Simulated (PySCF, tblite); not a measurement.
**C5H7FO: dynamics, then NMR shifts on frames, part 1 of 2**

Aim: move C5H7FO (`CO[C@@]12C[C@@H]1[C@@H]2F`) away from its starting geometry and see how NMR shifts follow the geometry.

Programs: tblite 0.8.0 and PySCF 2.14.0, with density-fitted response routines of our own. Each step states its level of theory. These are calculated values for one molecule in the gas phase, unless marked as measured. Atoms count from 0, in the outputs and in this text.

### Step 1. Starting geometry

14 atoms, charge 0, multiplicity 1; geometry from: GFN2-xTB.

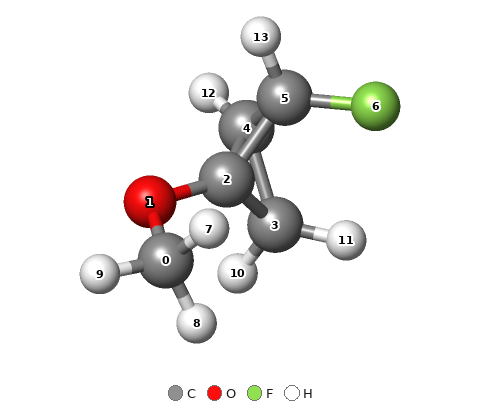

As it starts; carbon grey, oxygen red, fluorine green, hydrogen white, atoms numbered.

### Step 2. A short Langevin run with GFN2-xTB

What the job is given:

```
{"job": {"kind": "md", "xc": "GFN2-xTB", "basis": "xTB", "temperature": 300, "steps": 2000, "every": 50, "frames": 5}, "charge": 0, "multiplicity": 1}
C      1.923107     0.985261    -0.090823
O      1.299108    -0.283184    -0.240252
C     -0.039275    -0.259051     0.023436
C     -1.224153     0.038471    -0.850949
C     -1.145146    -1.253776    -0.082550
C     -0.812069    -0.646255     1.237660
F     -1.682588     0.251552     1.810446
H      1.842435     1.344545     0.939375
H      1.477235     1.722118    -0.765471
H      2.969243     0.835160    -0.347699
H     -1.068339    -0.017818    -1.920432
H     -1.935766     0.793962    -0.543007
H     -1.251110    -2.271000    -0.388926
H     -0.353362    -1.240458     2.019496
```

With the program's defaults for keys left out, this is: GFN2-xTB Langevin dynamics, gas phase.

The run is started by

```
$ OMP_NUM_THREADS=1 python probes_run.py task.json out
```

The driver reads the jobs from task.json and runs them one after another.

Log:

```text
t/fs     T/K      E/eV
    0.0   232.4   -625.52420
   25.0   146.4   -625.28797
   50.0   189.6   -625.26423
   75.0   145.7   -625.13781
  100.0   211.0   -625.16383
  125.0   225.5   -625.18366
  150.0   205.9   -625.19395
  175.0   268.5   -625.30249
  200.0   230.0   -625.09683
  225.0   335.1   -624.99854
  250.0   221.0   -625.03847
  275.0   320.8   -625.11909
  300.0   232.6   -625.20131
  325.0   187.3   -625.13843
  350.0   206.3   -625.19972
  375.0   295.3   -625.23139
  400.0   164.2   -625.08569
  425.0   307.4   -625.21616
  450.0   275.7   -625.22315
  475.0   253.2   -625.07807
  500.0   253.6   -625.22952
  525.0   176.6   -625.16232
  550.0   180.0   -625.24522
  575.0   194.9   -625.17311
  600.0   315.7   -625.25075
  625.0   224.8   -625.09616
  650.0   323.4   -624.99763
  675.0   337.6   -625.07828
  700.0   287.1   -624.98353
  725.0   273.0   -625.05706
  750.0   266.6   -625.11522
  775.0   215.5   -625.06583
  800.0   281.7   -625.03602
  825.0   308.7   -625.21535
  850.0   201.4   -625.02071
  875.0   282.3   -625.11737
  900.0   196.4   -625.03176
  925.0   203.7   -625.09088
  950.0   229.8   -625.12381
  975.0   262.7   -625.09306
 1000.0   198.6   -625.03550
```

It took 7.3 s on 1 thread, shared host.

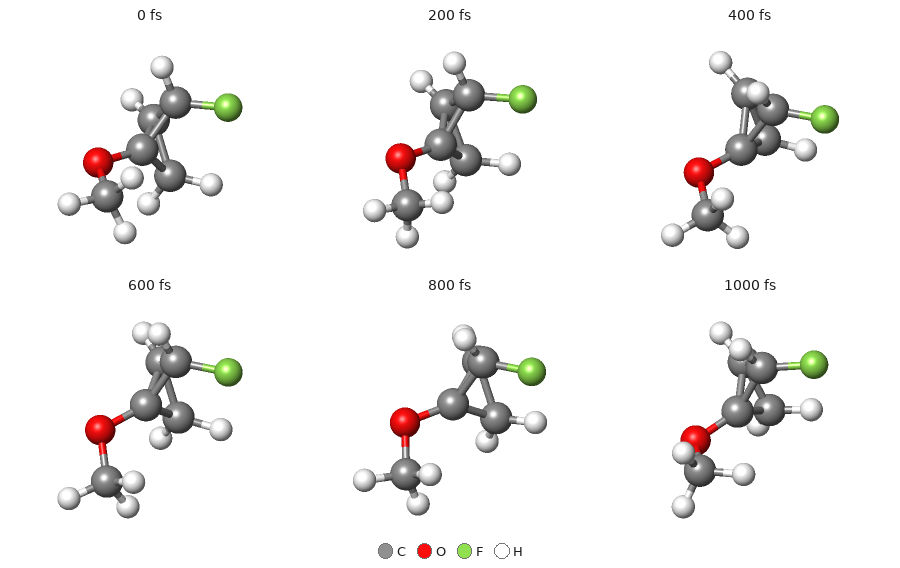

Frames of the run.

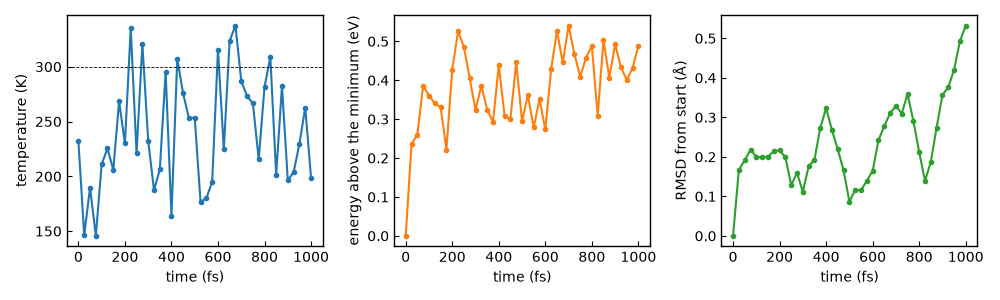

Temperature, potential energy and distance from the start.

Positions (Å) and forces (eV/Å) at 1000 fs:

```xyz
14

C     2.114    0.693   -0.017   -1.469    1.286    2.825
O     1.365   -0.482   -0.224    0.790   -0.056   -0.353
C     0.251   -0.601    0.528    0.519    0.544   -0.137
C    -1.161   -0.801    0.128   -0.981    0.737    1.730
C    -0.470   -1.759    1.053    0.122    0.770    1.343
C     0.107   -0.705    2.011   -1.893   -0.572   -1.578
F    -0.732    0.078    2.776    0.128    0.040   -0.475
H     2.953    0.595    0.684    0.070   -0.587   -0.178
H     1.457    1.491    0.537    0.789   -1.000   -1.203
H     2.450    1.049   -0.933    0.487    0.647   -1.530
H    -1.481   -1.137   -0.818    0.089   -0.169   -0.850
H    -1.863   -0.161    0.667   -0.198    0.020   -0.554
H    -0.369   -2.788    1.096    0.108   -1.258   -0.105
H     0.938   -0.971    2.567    1.440   -0.401    1.066
```

### Step 3. Nuclear shieldings: 250 fs, PBE0/pcSseg-1

What the job is given:

```
{"job": {"kind": "nmr", "xc": "PBE0", "basis": "pcSseg-1", "pop": false}, "charge": 0, "multiplicity": 1}
C      1.776300     0.779200    -0.448100
O      1.312300    -0.549200    -0.253900
C      0.039400    -0.553700     0.195500
C     -1.200100    -0.684400    -0.719200
C     -0.823600    -1.718600     0.242600
C     -0.637800    -0.843300     1.509500
F     -1.693300    -0.143300     1.869700
H      1.825600     1.251500     0.569300
H      1.132700     1.318500    -1.172800
H      2.768100     0.801300    -0.842300
H     -0.920700    -0.898100    -1.741500
H     -1.950500     0.031900    -0.530000
H     -0.713500    -2.732400     0.065100
H     -0.050200    -1.170800     2.377700
```

With the program's defaults for keys left out, this is: GIAO PBE0/pcSseg-1 NMR shielding, non-relativistic, gas phase.

Log:

```text
coarse grid: 11944 points
cycle   1  E = -369.1107462664  dE =  1.370e+00  |g| = 6.431e-01  |ddm| = 3.403e+00
cycle   2  E = -369.0509137469  dE =  5.983e-02  |g| = 8.889e-01  |ddm| = 1.117e+00
cycle   3  E = -369.1841411020  dE = -1.332e-01  |g| = 7.446e-02  |ddm| = 6.825e-01
cycle   4  E = -369.1850673572  dE = -9.263e-04  |g| = 3.319e-02  |ddm| = 8.286e-02
cycle   5  E = -369.1852829853  dE = -2.156e-04  |g| = 7.925e-03  |ddm| = 3.289e-02
cycle   6  E = -369.1852927933  dE = -9.808e-06  |g| = 3.423e-03  |ddm| = 9.719e-03
cycle   7  E = -369.1852952651  dE = -2.472e-06  |g| = 3.810e-04  |ddm| = 3.483e-03
final grid: 116456 points
cycle   8  E = -369.2435478064  dE = -3.598e-05  |g| = 1.077e-02  |ddm| = 3.207e-02
cycle   9  E = -369.2435269359  dE =  2.087e-05  |g| = 1.543e-02  |ddm| = 1.792e-02
cycle  10  E = -369.2435704557  dE = -4.352e-05  |g| = 1.265e-03  |ddm| = 1.043e-02
cycle  11  E = -369.2435707917  dE = -3.360e-07  |g| = 1.517e-04  |ddm| = 1.302e-03
cycle  12  E = -369.2435707944  dE = -2.684e-09  |g| = 1.057e-04  |ddm| = 2.521e-04
cycle  13  E = -369.2435707965  dE = -2.118e-09  |g| = 1.951e-05  |ddm| = 1.010e-04
cycle  14  E = -369.2435707966  dE = -7.662e-11  |g| = 4.187e-06  |ddm| = 2.471e-05
converged SCF energy = -369.2435707966

GIAO shielding tensors (ppm)
atom      isotropic    diamagn.    paramagn.     s11        s22        s33       span
  0 C      121.513     245.336    -123.823     87.633     96.351    180.556     92.923
  1 O      300.250     394.057     -93.807    230.255    303.447    367.048    136.793
  2 C      123.698     243.710    -120.011     83.240    103.111    184.745    101.506
  3 C      160.376     253.449     -93.073    135.533    165.295    180.299     44.766
  4 C      164.270     260.489     -96.219    130.634    171.583    190.593     59.959
  5 C       97.550     246.366    -148.816     70.039     77.565    145.045     75.005
  6 F      402.388     471.948     -69.561    357.761    410.713    438.689     80.928
  7 H       27.172      29.042      -1.870     23.032     25.264     33.220     10.188
  8 H       27.625      29.804      -2.179     24.098     25.767     33.010      8.911
  9 H       28.318      29.095      -0.777     24.988     25.542     34.424      9.437
 10 H       30.139      31.439      -1.300     25.862     26.253     38.303     12.441
 11 H       30.483      31.400      -0.917     23.988     28.590     38.871     14.883
 12 H       30.173      34.425      -4.252     24.857     27.540     38.121     13.263
 13 H       25.767      29.291      -3.524     21.547     25.833     29.921      8.375
```

It took 15 s on 1 thread, shared host.

The references, computed at this level on geometries of the same kind, shield at (ppm): ¹H TMS 31.72, ¹³C TMS 186.9, ¹⁹F CFCl3 170.9, ¹⁷O H2O 336.1. Their shielding less the atom's gives the shift. The references are single molecules in the gas phase, so shifts against H2O, NH3, PH3, H3PO4 or CFCl3 are not on the usual liquid scales and can be off by tens of ppm. Each atom is listed at this fixed geometry, with no averaging over motion; a spectrum would average atoms that exchange fast.

```
atoms                                                 environment  σ (ppm)  δ (ppm)
   C5                three-membered-ring carbon bearing a halogen     97.5     89.4
   C0                                   methyl carbon bonded to O    121.5     65.4
   C2                                  three-membered-ring carbon    123.7     63.2
   C3                                  three-membered-ring carbon    160.4     26.5
   C4                                  three-membered-ring carbon    164.3     22.7
  H13  hydrogen on a three-membered-ring carbon bearing a halogen    25.77     5.95
   H7                     hydrogen on a methyl carbon bonded to O    27.17     4.54
   H8                     hydrogen on a methyl carbon bonded to O    27.62     4.09
   H9                     hydrogen on a methyl carbon bonded to O    28.32     3.40
  H10                    hydrogen on a three-membered-ring carbon    30.14     1.58
  H12                    hydrogen on a three-membered-ring carbon    30.17     1.54
  H11                    hydrogen on a three-membered-ring carbon    30.48     1.23
   O1                                                ether oxygen    300.3     35.8
   F6                                   fluorine on an sp3 carbon    402.4   -231.4
```

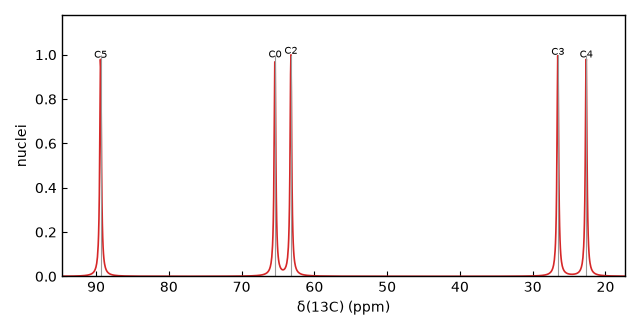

¹³C lines at the computed shifts, without couplings. Lines are broadened to a width of 0.27 ppm (Lorentzian).

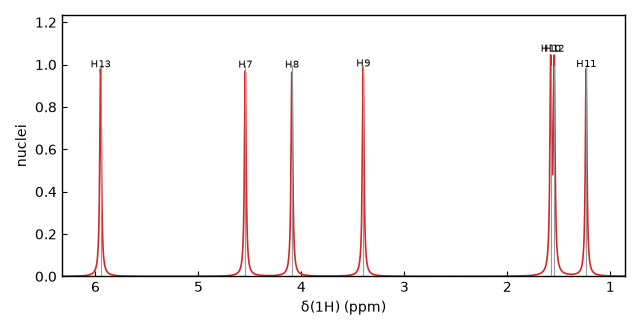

¹H lines at the computed shifts, without couplings. Lines are broadened to a width of 0.02 ppm (Lorentzian).

Ring of atoms C2, C3, C4: NICS(0) -44.3, NICS(1) -8.2, NICS(1)zz -23.2 ppm (means of both faces; NICS(1) differs between them: -11.1 and -5.3).

The two faces differ (NICS(1)zz -29.7 and -16.7 ppm).

In rings of three or four atoms NICS is ruled by the nearby σ bonds, so it says little on aromaticity.

Ring of atoms C2, C4, C5: NICS(0) -43.0, NICS(1) -10.2, NICS(1)zz -16.7 ppm (means of both faces; NICS(1) differs between them: -12.4 and -8.0).

The two faces differ (NICS(1)zz -20.3 and -13.2 ppm).

In rings of three or four atoms NICS is ruled by the nearby σ bonds, so it says little on aromaticity.

### Step 4. Nuclear shieldings: 425 fs, PBE0/pcSseg-1

What the job is given:

```
{"job": {"kind": "nmr", "xc": "PBE0", "basis": "pcSseg-1", "pop": false}, "charge": 0, "multiplicity": 1}
C      1.732100     0.649000    -0.706300
O      1.256900    -0.661500    -0.468500
C      0.064000    -0.790500     0.152200
C     -1.277700    -1.214700    -0.298400
C     -0.623900    -1.941600     0.840400
C     -0.204300    -0.707000     1.641600
F     -1.118100     0.193300     2.047400
H      2.092400     1.054700     0.288900
H      0.855300     1.245800    -0.960900
H      2.557600     0.702100    -1.424800
H     -1.315500    -1.686500    -1.282300
H     -2.110200    -0.498700    -0.156900
H     -0.463300    -2.961300     1.064100
H      0.534600    -0.844500     2.393200
```

Level: GIAO PBE0/pcSseg-1 NMR shielding, non-relativistic, gas phase.

Log:

```text
coarse grid: 11944 points
cycle   1  E = -369.1173220881  dE =  1.261e+00  |g| = 6.412e-01  |ddm| = 3.364e+00
cycle   2  E = -369.0608874773  dE =  5.643e-02  |g| = 8.886e-01  |ddm| = 1.173e+00
cycle   3  E = -369.1880263781  dE = -1.271e-01  |g| = 7.269e-02  |ddm| = 7.230e-01
cycle   4  E = -369.1888701836  dE = -8.438e-04  |g| = 3.445e-02  |ddm| = 8.126e-02
cycle   5  E = -369.1891261619  dE = -2.560e-04  |g| = 8.146e-03  |ddm| = 3.585e-02
cycle   6  E = -369.1891386322  dE = -1.247e-05  |g| = 3.380e-03  |ddm| = 1.037e-02
cycle   7  E = -369.1891411849  dE = -2.553e-06  |g| = 3.598e-04  |ddm| = 3.464e-03
final grid: 116456 points
cycle   8  E = -369.2478969657  dE = -3.235e-05  |g| = 1.124e-02  |ddm| = 2.894e-02
cycle   9  E = -369.2478736920  dE =  2.327e-05  |g| = 1.619e-02  |ddm| = 1.912e-02
cycle  10  E = -369.2479214779  dE = -4.779e-05  |g| = 1.244e-03  |ddm| = 1.131e-02
cycle  11  E = -369.2479218097  dE = -3.318e-07  |g| = 1.527e-04  |ddm| = 1.340e-03
cycle  12  E = -369.2479218122  dE = -2.549e-09  |g| = 1.141e-04  |ddm| = 2.595e-04
cycle  13  E = -369.2479218150  dE = -2.789e-09  |g| = 1.584e-05  |ddm| = 1.082e-04
cycle  14  E = -369.2479218151  dE = -5.252e-11  |g| = 3.824e-06  |ddm| = 2.195e-05
converged SCF energy = -369.2479218151

GIAO shielding tensors (ppm)
atom      isotropic    diamagn.    paramagn.     s11        s22        s33       span
  0 C      122.870     248.496    -125.626     88.672     99.973    179.965     91.293
  1 O      317.537     393.225     -75.688    265.703    294.881    392.026    126.323
  2 C      117.948     240.900    -122.953     73.565     99.917    180.360    106.796
  3 C      157.770     251.628     -93.858    135.563    165.229    172.517     36.954
  4 C      160.112     263.815    -103.703    117.295    165.383    197.660     80.365
  5 C       94.531     246.279    -151.749     60.388     74.809    148.396     88.008
  6 F      414.760     473.469     -58.709    370.955    418.185    455.140     84.185
  7 H       27.117      29.470      -2.353     22.883     25.599     32.869      9.986
  8 H       27.732      31.018      -3.286     24.207     25.445     33.544      9.337
  9 H       27.448      28.509      -1.061     23.843     24.961     33.538      9.695
 10 H       29.360      29.992      -0.632     25.552     25.797     36.730     11.178
 11 H       29.014      29.470      -0.456     22.860     27.295     36.887     14.027
 12 H       28.978      33.856      -4.878     24.291     26.670     35.972     11.681
 13 H       26.398      30.662      -4.264     22.599     26.697     29.898      7.299
```

It took 15 s on 1 thread, shared host.

This run: δ C5 92.4, C2 69.0, C0 64.1, C3 29.2, H13 5.32, H7 4.60 ppm.

(Continued in part 2 of 2.)
